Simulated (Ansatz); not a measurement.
ClH₃Si₃

```yaml
atoms:
  - { symbol: Cl, position_ang: [2.1606, -1.3595, -3.8167] }
  - { symbol: Si, position_ang: [-1.5054, -1.7798, -2.4281] }
  - { symbol: Si, position_ang: [-0.7444, 0.2480, -1.8369] }
  - { symbol: Si, position_ang: [0.3540, -0.3395, -3.6709] }
  - { symbol: H, position_ang: [-0.1938, 0.6714, -0.5216] }
  - { symbol: H, position_ang: [0.1430, 0.2948, -5.0003] }
  - { symbol: H, position_ang: [-0.9225, -1.4402, -3.9570] }
```

Geometry: r2SCAN-D4/def2-SVP.

All numbers below come from Ansatz, isolated molecule in a Gaussian basis; Kohn-Sham density functional theory, functional PBE0.

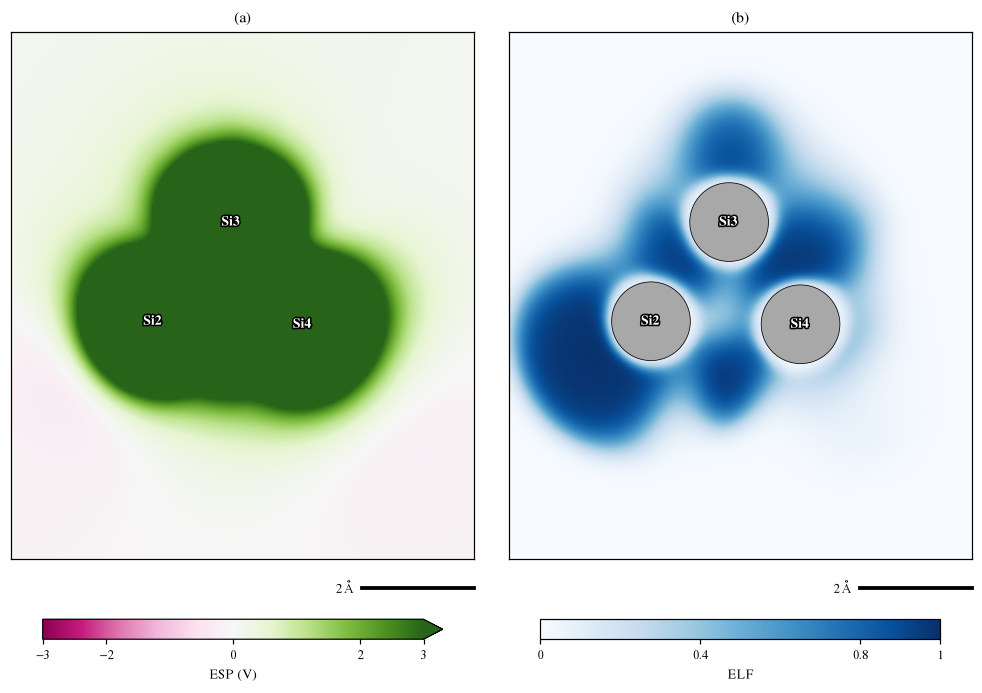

Figure 1. (a) molecular electrostatic potential; (b) electron localisation function on the plane of atoms Si2, Si3 and Si4. Grey discs cover the atomic cores in the ELF map.

Q: What does the map show?

A: Atoms in the plane: Si. Si–Si (2.22 Å): the ELF peaks at about 0.90 between the atoms: localised, covalent bonding. The ELF also peaks beside Si2, away from the bonds: lone-pair regions. Outside the dense part of the molecule the potential is most negative (−0.3 V) near Si2.

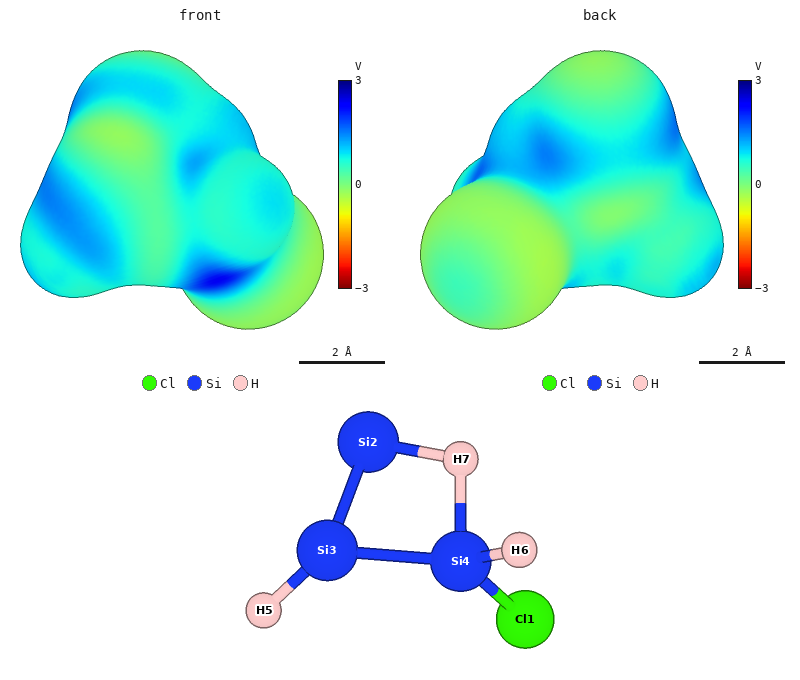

Figure 2. The molecular electrostatic potential painted on the density surface at 0.004 e/bohr³, seen from the front and from behind; red is negative and blue positive. The bare structure is drawn below in the same view.

Q: Which sites attract a positive test charge, and which a negative one?

A: A positive charge is drawn to the negative regions and a negative charge to the positive ones. The most negative region (about −0.3 V) lies over Cl1, the most positive (about +2.1 V) over Si4. Cl1 shows a σ-hole: about +0.5 V at the tip opposite its bond, against about −0.2 V on its flanks.

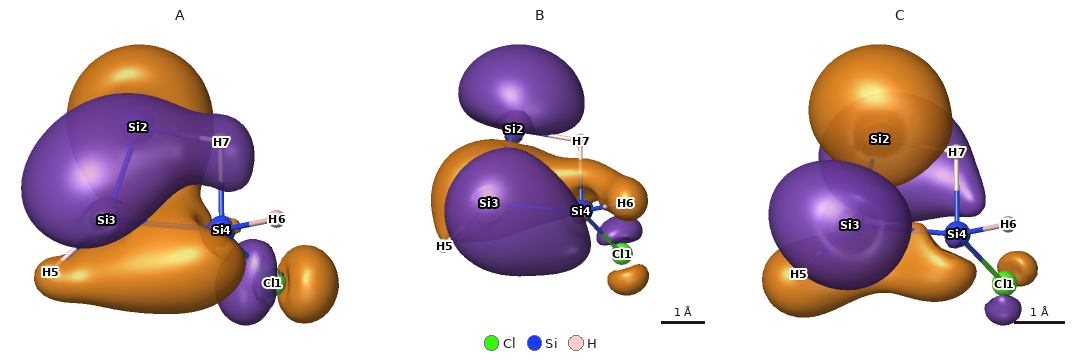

Figure 3. Three frontier orbitals at ±0.08 Å⁻³ᐟ² (orange and purple are the two phases), in no order.

Q: Order the three orbitals by energy and name them.

A: A is the HOMO−1 (−6.89 eV). It lies mainly on Si3 (about 40 %), Si2 (about 35 %), Si4 (about 15 %) and Cl1 (about 5 %). B is the HOMO (−6.40 eV). By Hirshfeld shares it lies mainly on Si2 (about 40 %), Si3 (about 35 %) and Si4 (about 15 %). C is the LUMO (−2.63 eV). It lies mainly on Si2 (about 50 %), Si3 (about 35 %) and Si4 (about 10 %).

Q: What is the HOMO–LUMO gap?

A: 3.77 eV between the orbital energies.
